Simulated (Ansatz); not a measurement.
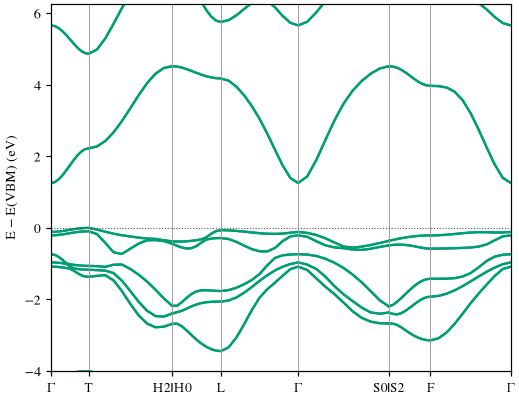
Figure. Band structure from DFT-r²SCAN with spin–orbit coupling in the program Ansatz with PAW potentials

Question: Read off the gap and where the band edges lie.

Answer: About 1.3 eV (1.25 eV by a search for the band edges); maximum at T, minimum at Γ.

The material is KTlO2 in space group R-3m (No. 166; K on 3b, Tl on 3a, O on 6c).

The workflow started from a Materials Project entry (that database holds measured and hypothetical structures alike); the Crystallography Open Database copy checked does not list it. Its standing as an ambient phase is unchecked. Symmetry was held in the r²SCAN relaxation; its stability against distortions is not shown here.

Potentials: the later of the program's two PAW sets.
